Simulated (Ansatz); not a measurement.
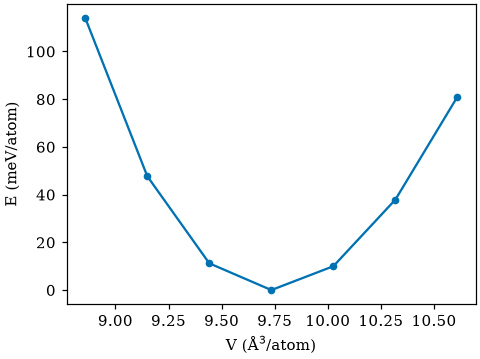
Figure: OsC (CsCl type, Pm-3m) under volume change, PBE in the plane-wave PAW code Ansatz, scaled uniformly.

**Question.** What does a third-order Birch–Murnaghan fit give for V₀, B₀ and B′?

**Answer.** V₀ = 9.73 Å³/atom, B₀ = 387 GPa, B′ = 4.6.

A made-up cell: these elements were put on the sites of a structure type; neither database checked (COD, Materials Project) lists it. Whether it is the stable phase at ambient conditions was not checked. The PBE relaxation kept the symmetry of its start; its stability against distortions is not shown here. The run is not spin-polarised. Scalar-relativistic: spin–orbit coupling is off unless named, which matters more the heavier the elements.

Potentials: the earlier of the program's two PAW sets.
